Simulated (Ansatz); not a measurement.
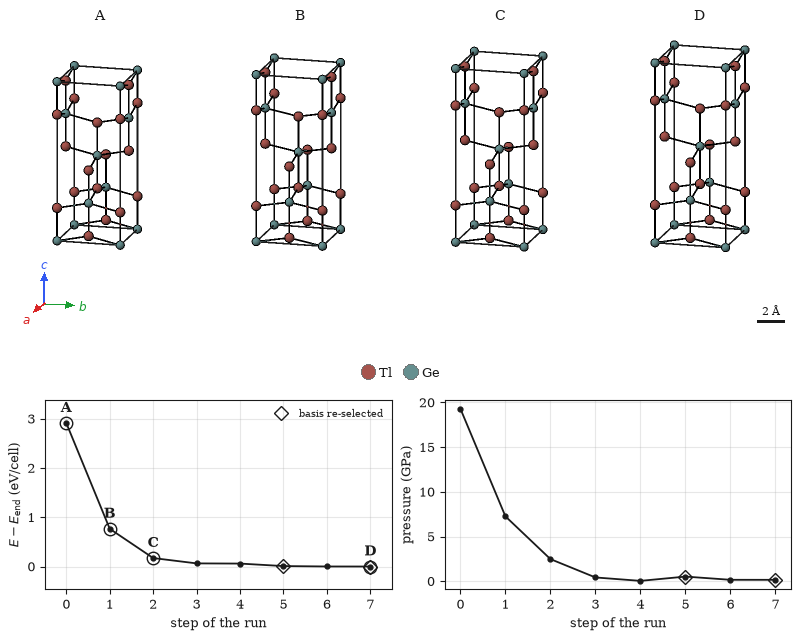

Frames of a relaxation of solid Tl2Ge (built on the anatase_141 type) (coarse preliminary run), marked on the history of the run. Style: ball-and-stick. Shown: the conventional cell (2 times the calculation's cell), slightly off an axis. Lengths and directions refer to the drawn axes.

Case: anatase type (I4_1/amd, No. 141).

Computed with Ansatz, DFT PBE, scalar-relativistic, plane waves, PAW.

Input file:
```yaml
crystal:
  lattice:
    - [-2.5081442653, 2.5081442653, 6.3044873289]
    - [2.5081442653, -2.5081442653, 6.3044873289]
    - [2.5081442653, 2.5081442653, -6.3044873289]
  atoms:
    - { symbol: Tl, position: [0.2066, 0.2066, 0.0] }
    - { symbol: Tl, position: [0.9566, 0.4566, 0.5] }
    - { symbol: Tl, position: [0.5434, 0.0434, 0.5] }
    - { symbol: Tl, position: [0.7934, 0.7934, 0.0] }
    - { symbol: Ge, position: [0.0, 0.0, 0.0] }
    - { symbol: Ge, position: [0.75, 0.25, 0.5] }
basis:
  ecutwfc: 420
kpoints:
  mp_grid: { grid: [6, 6, 6] }
hamiltonian:
  xc: pbe
scf:
  occupations: { method: gaussian, width: 0.1 }
  lower_state_search: "off"
output:
  forces: true
  stress: true
  eigenvalues: true
relax:
  adjacent_minimum: "off"
  f_tol: 0.04
  max_steps: 70
  cell: { stress_tol: 0.4 }
```

Launched with:
```bash
ansatz run input.yaml --threads 1 --pin off --max-ram 2560MiB --backend cpu --events-out ev --progress --plain --runs-dir out
```

Describe the path.

After 5 accepted moves (7 points after the start) the energy has fallen by 2.912 eV per cell of the calculation. The largest force component goes from 1.4 to 0.0071 eV/Å. The pressure goes from 19.30 to 0.16 GPa. At 2 points the geometry stayed and the basis and grid were re-selected for the new cell (energy shift of 50.8 meV per cell of the calculation at most each time). The largest moves relative to the cell, 0.043 Å, are those of Tl1, Tl2, Tl3 and Tl4. Tl4 goes along −c. Ge stays in place. The drawn cell changes as follows: a = b 5.016 → 5.610 Å (+11.8 %), c 12.609 → 14.250 Å (+13.0 %); the volume changes by +41.3 %. Among the contacts that change: Tl1–Ge5 2.605 → 2.987 Å, Tl1–Ge6 2.567 → 2.863 Å. The space group stays I4_1/amd (No. 141). From step 0 to 1: Tl atoms move most (0.09 Å), volume +15.4 %, energy −2.147 eV per cell of the calculation. From step 1 to 2: Tl atoms move most (0.02 Å), volume +11.4 %, energy −0.594 eV per cell of the calculation. From step 2 to 7: Tl atoms move most (0.04 Å), volume +9.9 %, energy −0.172 eV per cell of the calculation.
